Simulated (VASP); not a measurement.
Band structure of SiC (zinc blende). All values below come from B3LYP hybrid, VASP's PBE PAW potentials (set 64) (plane waves; VASP 6.6.1).

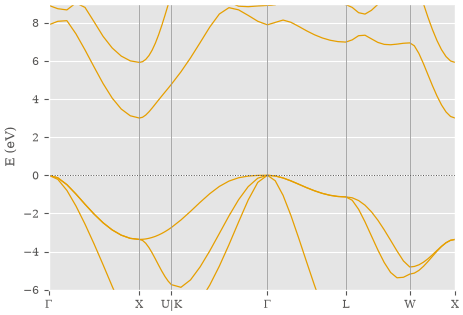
Figure: Bands along high-symmetry lines, zero at the valence-band maximum or, without a gap, the Fermi level

Q: Read the plot: is there a gap, and where are the band edges?

A: The gap is indirect, 3.00 eV, from the valence maximum at Γ to the conduction minimum at X.

Measured: gap 2.53 eV (computed value off by +0.47 eV), as given by Wei Chen et al., Physical Review Materials (2018), doi:10.1103/physrevmaterials.2.073803 [zero-point renormalisation of 0.11 eV added back (the table's ZPR column)].

The compound is SiC in the zinc blende structure. It was relaxed first. The cell's shape comes from a PBE relaxation.
